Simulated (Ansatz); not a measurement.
# H12Mo2N6 (Mo2(NH2)6) (charge +1, doublet): what the fields show

Input file:

```
crystal:
  periodic: [false, false, false]
  atoms:
    - {symbol: Mo, position_ang: [-0.264733, -0.686155, 0.894993]}
    - {symbol: N, position_ang: [-2.163687, -0.456171, 1.080590]}
    - {symbol: N, position_ang: [0.780766, 0.006398, 2.388094]}
    - {symbol: N, position_ang: [0.338258, -2.397501, 0.243665]}
    - {symbol: Mo, position_ang: [0.278636, 0.688250, -0.885725]}
    - {symbol: N, position_ang: [-1.119460, 2.012580, -0.775126]}
    - {symbol: N, position_ang: [0.225290, -0.486955, -2.406018]}
    - {symbol: N, position_ang: [2.053278, 1.370353, -0.459360]}
    - {symbol: H, position_ang: [-2.697149, -1.061922, 1.722931]}
    - {symbol: H, position_ang: [-2.816249, -0.005302, 0.424441]}
    - {symbol: H, position_ang: [1.807600, -0.027772, 2.439140]}
    - {symbol: H, position_ang: [0.388022, 0.273926, 3.300295]}
    - {symbol: H, position_ang: [0.212873, -3.244875, 0.816828]}
    - {symbol: H, position_ang: [0.780805, -2.646091, -0.648455]}
    - {symbol: H, position_ang: [-1.896817, 2.098902, -0.110659]}
    - {symbol: H, position_ang: [-1.162383, 2.781806, -1.459569]}
    - {symbol: H, position_ang: [-0.163325, -1.438498, -2.461862]}
    - {symbol: H, position_ang: [0.301789, -0.099708, -3.359060]}
    - {symbol: H, position_ang: [2.856492, 1.357231, -1.101798]}
    - {symbol: H, position_ang: [2.259994, 1.961509, 0.356626]}
basis:
  gaussian: {orbitals: def2-TZVP, initial_orbitals: start.molden}
total_charge: 1
magnetization: {spin_polarized: true, initial_magnetization: 1}
hamiltonian: {xc: pbe0, dispersion: d4}
scf: {omitted_lower_state_checks: [starts]}
output: {orbitals: {seedname: orbitals}}
```

Launched as:

```sh
ansatz run in.yaml --threads 4 --pin off --events-out ev --progress --plain --max-ram 8704MiB
```

Geometry: PBE-D4/def2-SVP; core potentials replace the inner electrons of Mo.

Method: UKS PBE0-D4/def2-TZVP (Ansatz).

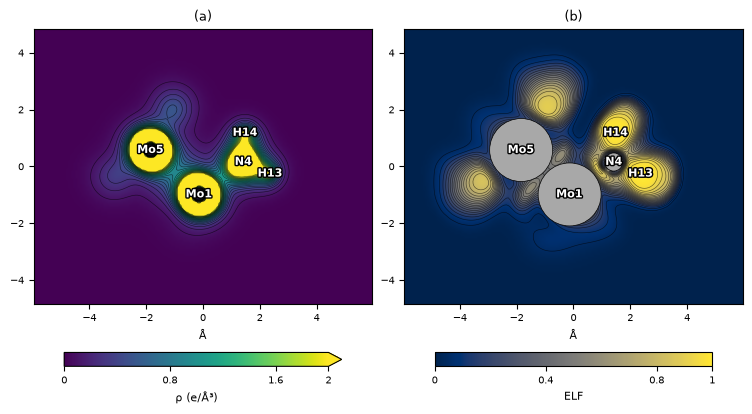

Figure 1. (a) electron density; (b) electron localisation function on the plane of atoms Mo1, N4 and H13. Grey discs cover the atomic cores in the ELF map.

Question: What do the fields say about this system?

Answer:
- The plane passes through Mo, N and H nuclei.
- Mo–N (1.93 Å): ρ is about 1.1 e/Å³ halfway; the ELF peaks at about 0.85 in the valence shell of N, 0.6 Å from its nucleus, and is about 0.30 at the midpoint.
- Mo–Mo (2.31 Å): ρ is about 0.91 e/Å³ halfway; the ELF is about 0.45 at the midpoint.
- N–H (1.03 Å): ρ is about 2.8 e/Å³ halfway; the ELF climbs to about 1 towards the hydrogen, as it does in any bond to H; a covalent bond by its length.

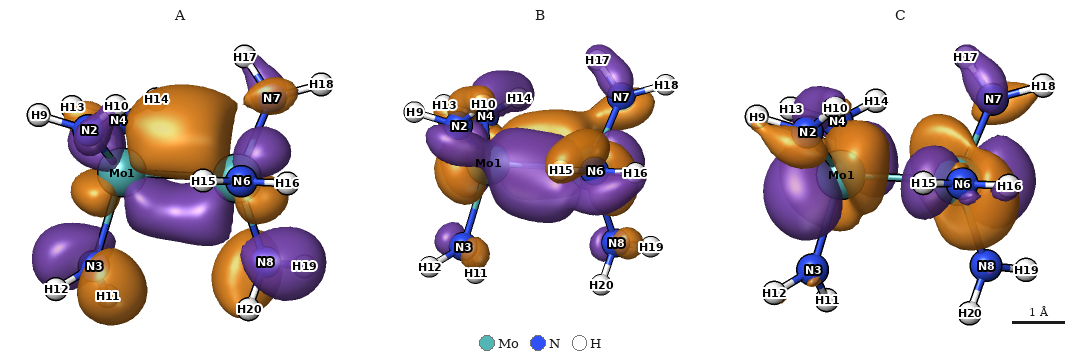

Figure 2. Three frontier orbitals at ±0.1 Å⁻³ᐟ² (orange and purple are the two phases), in no order.

Question: Which picture is the HOMO−1, the HOMO and the LUMO? All are α orbitals.

Answer: B is the HOMO−1 (α) (−10.76 eV). By Hirshfeld shares it lies mainly on Mo1 (about 30 %), Mo5 (about 30 %), N6 (about 5 %) and N4 (about 5 %); π-bonding across Mo1–Mo5. A is the HOMO (α) (−10.01 eV). By Hirshfeld shares it lies mainly on Mo1 (about 25 %), Mo5 (about 25 %), N3 (about 15 %) and N8 (about 15 %). C is the LUMO (α) (−6.00 eV). By Hirshfeld shares it lies mainly on Mo1 (about 35 %) and Mo5 (about 35 %).

Question: What is the gap between the highest occupied and lowest empty α orbitals?

Answer: 4.01 eV between the orbital energies.

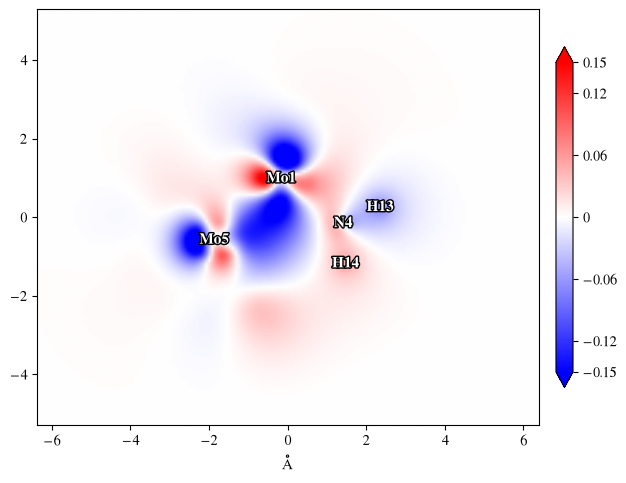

Figure 3. One frontier orbital on the plane of atoms Mo1, N4 and H14 (values in Å⁻³ᐟ²; the overall sign is arbitrary).

Question: Which orbital is it: HOMO (β) or LUMO (β)?

Answer: The LUMO (β), at −7.48 eV. By Hirshfeld shares it lies mainly on Mo1 (about 30 %), Mo5 (about 30 %), N3 (about 15 %) and N8 (about 15 %).
